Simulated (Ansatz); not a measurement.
Bands of a (9,0) AlN nanotube, along its axis.

All values below come from PBE (plane waves to 420 eV, PAW; Ansatz, a first-principles code). Mesh 1×1×6. No spin polarisation. It repeats along c; a and b span vacuum. A hypothetical model, rolled from the flat sheet. Symmetry and one short period hold its shape; lower forms weren't sought.

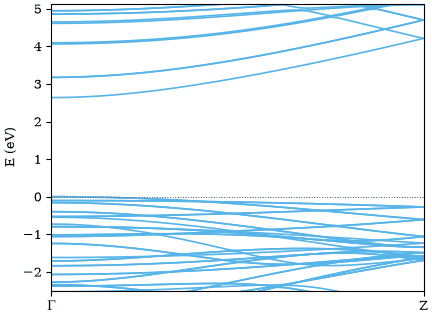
Figure: Bands from the zone centre to the zone edge (period 5.38 Å); the dotted line marks the highest filled level

Task: Is it a metal or a semiconductor at this level? Give what the bands show.

Result: A semiconductor in PBE.
* **PBE gap**: 2.64 eV, direct at Γ
